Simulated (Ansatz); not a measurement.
# BNH (quartet): wave-function methods side by side, def2-QZVPP

Aim: climb from Hartree-Fock through coupled cluster for BNH (quartet) at one geometry and basis, and see what each rung misses.

Program: Ansatz 0.2.0, Gaussian basis. Level of theory: def2-QZVPP, core rule «outside noble gas», up to 2 orbitals frozen. These are calculated values, not measurements.

The runs, in order: UHF; ROHF; CCSD(T) on UHF.

2 further runs of the same task are left out: 2 set aside as unsound or not needed. Runs told in other sessions of the task aren't counted.

**1. The system**

The geometry is a PBE0/def2-TZVP stationary point (not a proven minimum) of the parent state, kept for this charge and spin.

3 atoms, charge 0, spin multiplicity 4.

Atoms are counted from 1 here; the program's logs count them from 0.

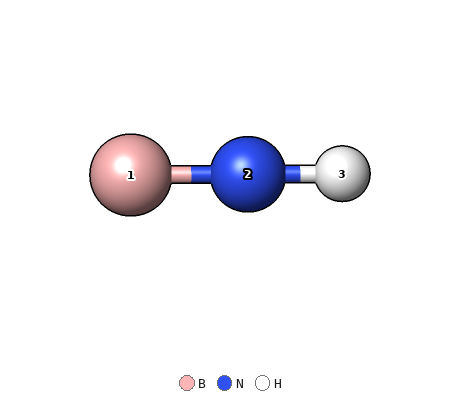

The geometry (boron pink, nitrogen blue, hydrogen white); atoms are numbered from 1 in the order of the file.

In the tables R marks a restricted open-shell determinant and U an unrestricted one; energies count from the table's Hartree-Fock row.

**2. UHF**

in.yaml

```yaml
crystal:
  periodic: [false, false, false]
  atoms:
    - {symbol: B, position_ang: [0.000000, 0.000000, 1.153245]}
    - {symbol: N, position_ang: [0.000000, 0.000000, -0.080303]}
    - {symbol: H, position_ang: [0.000000, 0.000000, -1.072942]}
basis:
  gaussian: {orbitals: "def2-QZVPP.json"}
magnetization: {spin_polarized: true, initial_magnetization: 3}
hamiltonian: {xc: hf}
output: {orbitals: {seedname: orbitals}}
```

Started as:

```sh
> ansatz run in.yaml --threads 1 --pin off --events-out ev --progress --plain --max-ram 2393MiB
```

The log of the run:

```text
Functional definition: HF
  name "HF"
  cite "Fock, Z. Phys. 61, 126 (1930) doi:10.1007/BF01340294"
  parent pbe
  exchange = exact_x
  correlation = 0
536 factors; their error is unknown
mean field evaluation 1: about -2161.4356 eV, gradient 1.6e1 eV
mean field evaluation 2: about -2162.9539 eV, gradient 5.6e0 eV
mean field evaluation 4: about -2163.2601 eV, gradient 7.3e-1 eV
mean field evaluation 8: about -2163.2714 eV, gradient 4.1e-2 eV
mean field evaluation 16: about -2163.3793 eV, gradient 7.5e-1 eV
mean field evaluation 32: about -2163.2834 eV, gradient 1.2e-4 eV
mean field evaluation 64: about -2162.7887 eV, gradient 8.5e0 eV
mean field -2163.86180753 eV, -79.5204547085 hartree, gradient 1.5e-5 eV, S^2 3.760374; 2 other end points of the search recorded, 0 dependent functions left out
reference -2163.86180753 eV, -79.5204547085 hartree; 8, 5 occupied and 136, 139 virtual orbitals, 536 factors
Total energy: -2163.86180753 eV, -79.5204547085 hartree
```

Run time: 3.1 s. Hardware: 1 thread of Arm Neoverse V1, shared host.

From the report: ⟨S²⟩ of the determinant 3.760 (pure quartet: 3.75).

**3. ROHF**

Changes to in.yaml since step 2:

```diff
@@ -8,3 +8,3 @@
   gaussian: {orbitals: "def2-QZVPP.json"}
-magnetization: {spin_polarized: true, initial_magnetization: 3}
+magnetization: {spin_polarized: false, initial_magnetization: 3}
 hamiltonian: {xc: hf}
```

Launched as before.

The log of the run:

```text
Functional definition: HF
  name "HF"
  cite "Fock, Z. Phys. 61, 126 (1930) doi:10.1007/BF01340294"
  parent pbe
  exchange = exact_x
  correlation = 0
536 factors; their error is unknown
mean field evaluation 1: about -2161.3325 eV, gradient 1.8e1 eV
mean field evaluation 2: about -2162.9483 eV, gradient 5.5e0 eV
mean field evaluation 4: about -2163.1253 eV, gradient 5.7e-1 eV
mean field evaluation 8: about -2163.1397 eV, gradient 2.6e-1 eV
mean field evaluation 16: about -2163.2323 eV, gradient 7.7e-1 eV
mean field evaluation 32: about -2163.1397 eV, gradient 2.7e-1 eV
mean field evaluation 64: about -2163.1408 eV, gradient 3.6e-1 eV
mean field evaluation 96: about -2163.1398 eV, gradient 3.6e-4 eV
mean field -2163.70551019 eV, -79.5147108871 hartree, gradient 8.3e-6 eV, S^2 3.750000; 5 other end points of the search recorded, 0 dependent functions left out
reference -2163.70551019 eV, -79.5147108871 hartree; 8, 5 occupied and 136, 139 virtual orbitals, 536 factors
Total energy: -2163.70551019 eV, -79.5147108871 hartree
```

It took 3.5 s on 1 thread of Arm Neoverse V1, shared host.

**4. CCSD(T) on UHF**

Changes to in.yaml since step 3:

```diff
@@ -8,4 +8,3 @@
   gaussian: {orbitals: "def2-QZVPP.json"}
-magnetization: {spin_polarized: false, initial_magnetization: 3}
-hamiltonian: {xc: hf}
-output: {orbitals: {seedname: orbitals}}
+magnetization: {spin_polarized: true, initial_magnetization: 3}
+correlation: {method: ccsd_t, electrons: outside_noble_gas}
```

Started as:

```sh
> ansatz run in.yaml --threads 4 --pin off --events-out ev --progress --plain --max-ram 9574MiB
```

The log of the run (excerpt; [...] marks lines left out):

```text
Functional definition: HF
  name "HF"
  cite "Fock, Z. Phys. 61, 126 (1930) doi:10.1007/BF01340294"
  parent pbe
[...]
882 factors; integrals over basis functions are off by at most 9.6e-4 eV
[...]
mean field -2163.86182899 eV, -79.5204554972 hartree, gradient 2.9e-6 eV, S^2 3.760374; 11 other end points of the search recorded, 0 dependent functions left out
determinant -2163.86182899 eV, -79.5204554972 hartree, with singles and doubles -2170.56342680 eV, -79.7667346743 hartree
determinant -2163.28342183 eV, -79.4991994261 hartree, with singles and doubles -2169.97356610 eV, -79.7450576932 hartree
determinant -2161.11214863 eV, -79.4194066076 hartree, with singles and doubles -2167.96812360 eV, -79.6713590409 hartree
2 core orbitals not correlated: weight in the atoms' cores, before any rotation towards them, 1.000 or more for the frozen orbitals, at most 0.000 for the correlated occupied ones
reference -2163.86182899 eV, -79.5204554972 hartree; 6, 3 occupied and 136, 139 virtual orbitals, 882 factors
second order -6.08705215 eV of doubles, -0.00000000 eV of singles
cycle   1  -6.57631539 eV  change   -7.7e-1 eV  update   2.1e-2
[...]
cycle  12  -6.60357776 eV  change   -3.0e-6 eV  update   4.1e-6
perturbative correction -0.26507266 eV, -0.0097412405 hartree
Total energy: -2170.73047941 eV, -79.7728737443 hartree
```

Run time: 12 s. Hardware: 4 threads of Arm Neoverse V1, shared host; peak memory 1.3 GiB.

From the report: ⟨S²⟩ of the determinant 3.760 (pure quartet: 3.75); correlation -6.8687 eV; T1 0.013; largest double amplitude 0.07.

**5. The ladder**

No level here is safe as a reference; UCCSD(T) serves as a yardstick only. Rows without a time are mean-field rows or come out of runs for another level: lower rungs of the coupled-cluster runs, or the Hartree-Fock search.

| method | energy from the lowest ROHF (meV) | from UCCSD(T) (meV) | time |
| --- | --- | --- | --- |
| ROHF | 0.0 | +7025.0 |  |
| UHF | -156.3 | +6868.7 |  |
| UMP2 | -6243.4 | +781.6 |  |
| UCCSD | -6759.9 | +265.1 |  |
| UCCSD(T) | -7025.0 | 0 | 12 s |

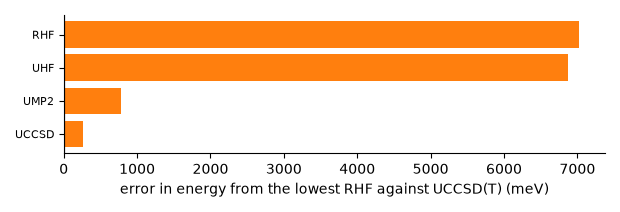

Deviations from UCCSD(T), method by method.

**6. Results**

| quantity | value |
| --- | --- |
| UCCSD(T) from the ROHF energy | -7.0250 eV |
| UMP2 from UCCSD(T) | +781.6 meV |
